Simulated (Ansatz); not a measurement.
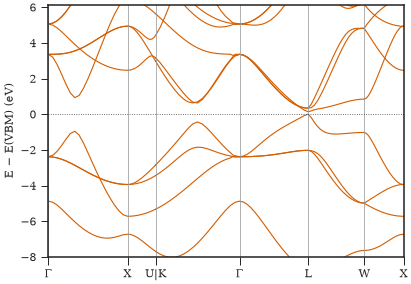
Figure: Band structure from the program Ansatz at the r²SCAN level (PAW)

Question: Read off the gap and where the band edges lie.

Answer: About 0.1 eV (0.14 eV by a search for the band edges); maximum at L, minimum at L.

The material is SnTe (rock salt, Fm-3m).

The r²SCAN relaxation kept the symmetry of its start. Spin–orbit coupling is left out wherever it is not named.

Potentials: the earlier of the program's two PAW sets.
